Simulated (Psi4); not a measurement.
**doublet SiO+, run twice**

Aim: the energy of doublet SiO+ at UMP3/def2-TZVPPD.

The results are computed with Psi4 1.11.

5 further runs of the same task are left out: 3 that didn't finish, 2 set aside as unsound or not needed.

## (1) Starting point

The species is SiO+ (2 atoms), meant as a doublet with charge +1. SMILES of the parent species: `O=[Si]`. Geometry: relaxed at PBE0-D4/def2-TZVP. That shape belongs to the parent species and isn't relaxed for this state.

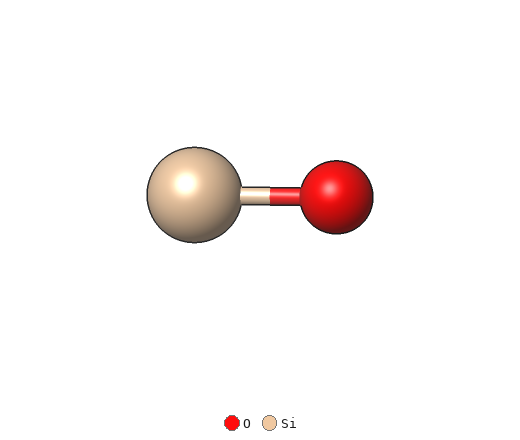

Viewed from a chosen angle; oxygen red, silicon light orange.

## (2) First attempt

input.in reads:

```
memory 1600 MB

molecule system {
  1 2
  O     -1.21074753     0.43747160    -0.61227126
  Si     1.21074753    -0.43747160     0.61227126
  units au
  symmetry c1
}

set basis def2-TZVPPD
set reference uhf
set puream true
set e_convergence 1e-09
set d_convergence 1e-08
set scf_type pk
set num_frozen_docc 6
set maxiter 100
set mp_type conv

e, wfn = energy('mp3', return_wfn=True)
print_variables()
```

Run with:

```
$ psi4 -n 1 input.in input.out
```

input.out:

```text
Psi4 1.11 release

   => Loading Basis Set <=

    Name: DEF2-TZVPPD
    Role: ORBITAL
    Keyword: BASIS

         ---------------------------------------------------------
                                   SCF
                              UHF Reference
                        1 Threads,   1525 MiB Core
         ---------------------------------------------------------

  ==> Geometry <==

    Molecular point group: c1
    Full point group: C_inf_v

    Geometry (in Bohr), charge = 1, multiplicity = 2:

       Center              X                  Y                   Z               Mass
    ------------   -----------------  -----------------  -----------------  -----------------
         O            0.000000000000     0.000000000000    -1.813990688034    15.994914619570
         SI          -0.000000000000    -0.000000000000     1.037091266614    27.976926534650

[... 77 lines left out ...]
                        Total Energy        Delta E     RMS |[F,P]|
[... 4 lines left out ...]
   @UHF iter   3:  -363.43363348190621   -3.38873e-01   6.37264e-04 DIIS/ADIIS
[... 3 lines left out ...]
   @UHF iter   7:  -363.44506415985393   -1.25002e-03   2.80131e-04 DIIS/ADIIS
[... 4 lines left out ...]
   @UHF iter  92:  -363.42800683033227   -1.37085e-03   4.33651e-04 DIIS/ADIIS
[... 3 lines left out ...]
   @UHF iter  96:  -363.43045343206353   -3.89686e-03   4.07921e-04 DIIS/ADIIS
[... 3 lines left out ...]
   @UHF iter 100:  -363.43603714454963   -7.17512e-03   3.76050e-04 DIIS/ADIIS
[... 1 line left out ...]
PsiException: Could not converge SCF iterations in 100 iterations.

  Failed to converge.

psi4.driver.p4util.exceptions.SCFConvergenceError: Could not converge SCF iterations in 100 iterations.

Printing out the relevant lines from the Psithon --> Python processed input file:
    core.set_global_option("D_CONVERGENCE", 1e-08)
    core.set_global_option("SCF_TYPE", "pk")
    core.set_global_option("NUM_FROZEN_DOCC", 6)
    core.set_global_option("MAXITER", 100)
    core.set_global_option("MP_TYPE", "conv")
--> e, wfn = energy('mp3', return_wfn=True)
    print_variables()

!-------------------------------------------------------!
!                                                       !
!  Could not converge SCF iterations in 100 iterations. !
!                                                       !
!-------------------------------------------------------!

    Psi4 run time: 0:00:07.90
```

Run time: 9.6 s. Hardware: 1 thread of Intel Xeon Platinum 8223CL at 3.00GHz (Skylake/Cascade Lake), shared host; peak memory 0.32 GiB.

## (3) Reading the log

The iterations ended before the threshold was met.

The log says `Could not converge SCF iterations in 100 iterations.`. The sound input adds `set soscf true`, `set soscf_start_convergence 0.001`. These settings are changed for another try; the log doesn't prove which change is needed.

## (4) The mended input

Edit input.in of step 2 so:

```diff
@@ -19,2 +19,4 @@
 set mp_type conv
+set soscf true
+set soscf_start_convergence 0.001
```

Run with:

```
$ psi4 -n 1 input.in input.out
```

input.out:

```text
[...]
  Running in c1 symmetry.
[...]
  Nuclear repulsion =   39.283332356482084
[...]
  Multiplicity = 2
[...]
  Nalpha       = 11
  Nbeta        = 10
[...]
    Number of basis functions: 88
[...]
   @UHF iter   1:  -363.23364301825137   -3.65153e-01   7.13316e-03 DIIS/ADIIS
[...]
   @UHF iter  99:  -363.45918382832122   -1.42109e-12   8.06026e-09 SOSCF, nmicro=conv
[...]
   @S^2 Observed:                7.991020450E-01
[...]
    Orbital Energies [Eh]
    ---------------------
    Alpha Occupied:
       1A    -69.182642     2A    -20.932559     3A     -6.523008
       4A     -4.631264     5A     -4.620022     6A     -4.620022
       7A     -1.689042     8A     -1.055592     9A     -0.873805
      10A     -0.873805    11A     -0.772343
    Alpha Virtual:
      12A     -0.224538    13A     -0.224538    14A     -0.117896
      15A     -0.090286    16A     -0.030031    17A     -0.030031
      18A     -0.023742    19A     -0.019115    20A     -0.019115
      21A      0.009193    22A      0.009193    23A      0.053326
      24A      0.120827    25A      0.159347    26A      0.159347
[...]
  @UHF Final Energy:  -363.45918382832122
   => Energetics <=
    Nuclear Repulsion Energy =             39.2833323564820844
    One-Electron Energy =                -575.2901315473882278
    Two-Electron Energy =                 172.5476153625849065
    Total Energy =                       -363.4591838283212155
  UHF NO Occupations:
  HONO-2 :    9  A 1.9960820
  HONO-1 :   10  A 1.9843217
[...]
 Multipole Moments:
 ------------------------------------------------------------------------------------
     Multipole            Electronic (a.u.)      Nuclear  (a.u.)        Total (a.u.)
 ------------------------------------------------------------------------------------
 L = 1.  Multiply by 2.5417464519 to convert [e a0] to [Debye]
 Dipole X            :          0.0000011           -0.0000000            0.0000011
 Dipole Y            :         -0.0000028           -0.0000000           -0.0000028
 Dipole Z            :          1.3523549            0.0073522            1.3597071
 Magnitude           :                                                    1.3597071
[...]
	SCS-MP2 Total Energy (a.u.)        :  -363.72857968186628
	SOS-MP2 Total Energy (a.u.)        :  -363.72678814519776
[...]
	SOS-PI-MP2 Total Energy (a.u.)     :  -363.74737309264981
[...]
	MP2 Total Energy (a.u.)            :  -363.73216275520338
[...]
	SCS-MP3 Total Energy (a.u.)        :  -363.73087692837703
[...]
	MP3 Total Energy (a.u.)            :  -363.74135174124632
[...]
```

It took 92 s on 1 thread of Intel Xeon Platinum 8223CL at 3.00GHz (Skylake/Cascade Lake), shared host; peak memory 0.79 GiB.

## (5) What came out

At UMP3/def2-TZVPPD:

```
                                                  quantity          value
                                              total energy  -363.74135 Eh
HOMO energy (Hartree–Fock orbitals) (highest over α and β)      -21.02 eV
 LUMO energy (Hartree–Fock orbitals) (lowest over α and β)       -8.36 eV
               correlation energy (6 core orbitals frozen)     -282.2 mEh
                         ⟨S²⟩ of the reference determinant          0.799
```
